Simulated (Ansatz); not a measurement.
# CHCdN: geometry and frequencies at several levels

Wanted for CHCdN: geometry and frequencies at several levels.

Program: Ansatz 0.2.0. Level of theory: the levels named in each step. These are calculated values, not measurements.

## 1. The starting structure

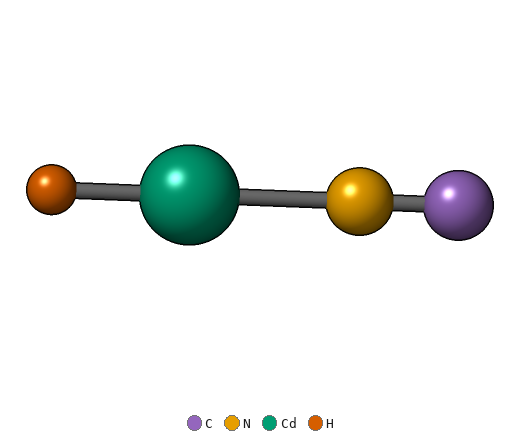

Start, viewed from a chosen angle; carbon purple, nitrogen amber, cadmium teal, hydrogen orange.

Coordinates:

```xyz
4

C     0.0000    0.0000   -2.2822
N     0.0000    0.0000   -1.1177
Cd    0.0000    0.0000    0.8882
H     0.0000    0.0000    2.5118
```

## 2. A rough first relaxation, PBE-D4/def2-SVP

File input.yaml:

```yaml
crystal:
  periodic: [false, false, false]
  atoms:
    - { symbol: C, position_ang: [0.0, 0.0, -2.28225] }
    - { symbol: "N", position_ang: [0.0, 0.0, -1.1177] }
    - { symbol: Cd, position_ang: [0.0, 0.0, 0.8882] }
    - { symbol: H, position_ang: [0.0, 0.0, 2.51176] }
basis:
  gaussian: { orbitals: def2-SVP }
hamiltonian:
  xc: pbe
  dispersion: d4
relax:
  f_tol: 0.03
  max_steps: 200
```

Command:

```sh
$ ansatz run input.yaml --threads 2 --pin off --max-ram 5120MiB --backend cpu --events-out ev --progress --plain --runs-dir out
```

The runs that follow: Relaxation, HF/def2-SVP; Frequencies, HF/def2-SVP; Relaxation, LDA/def2-SVP; Frequencies, LDA/def2-SVP; Relaxation, PBE-D4/def2-SVP; Frequencies, PBE-D4/def2-SVP.

What does the calculation give? Wanted: C1–N2 at PBE-D4/def2-SVP; N2–Cd3 at PBE-D4/def2-SVP; frequencies at PBE-D4/def2-SVP.

The runs gave:

| quantity | value |
| --- | --- |
| C1–N2 at PBE-D4/def2-SVP | 1.192 Å |
| N2–Cd3 at PBE-D4/def2-SVP | 2.024 Å |
| frequencies at PBE-D4/def2-SVP | 146 to 2107 cm⁻¹ |

What this shows: The C–N distance spreads over 0.032 Å, from HF/def2-SVP (shortest) to PBE-D4/def2-SVP. No mode is imaginary, so the geometry is a minimum. Heavy atoms carry effective core potentials in def2 sets, and spin-orbit coupling is left out.
